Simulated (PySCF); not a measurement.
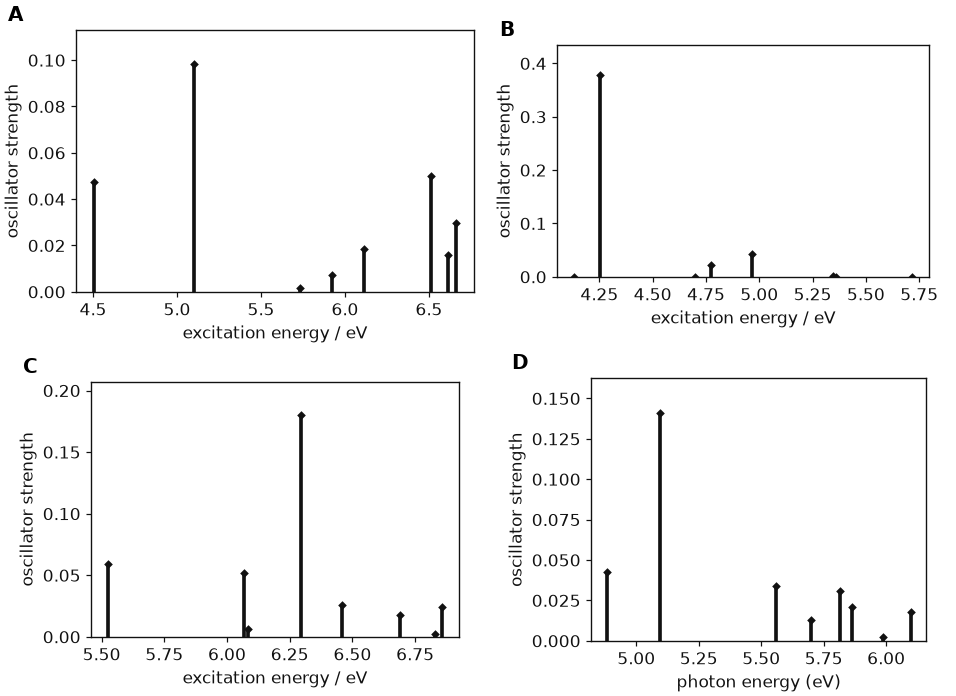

Vertical TDDFT excitations, PBE0/def2-SVPD with PySCF, at a GFN2-xTB geometry (no frequency check), gas phase. Each panel shows the lowest singlet states that were computed.

Question: Assign the panels.
1. C₅H₈FPSi, SMILES Cc1[pH]cc(F)c1[SiH3]
2. C₅H₇O₂P, SMILES OCPc1ccoc1
3. C₆H₅PS, SMILES C#CPc1cccs1
4. C₅H₂Br₂OS, SMILES O=C(Br)c1ccc(Br)s1

Answer: A: 1 (S1 at 4.51 eV, brightest at 5.10 eV)
B: 4 (S1 at 4.13 eV, brightest at 4.25 eV)
C: 2 (S1 at 5.53 eV, brightest at 6.30 eV)
D: 3 (S1 at 4.88 eV, brightest at 5.09 eV)

Caveats, for all or some of the runs: core orbitals are frozen in the response; one conformer of a flexible molecule; spin-orbit coupling is left out, and with Br it can shift these levels and split any degenerate set; states above the negative HOMO energy depend on the basis; the tight-binding geometry is rougher than a DFT one and adds to the error.
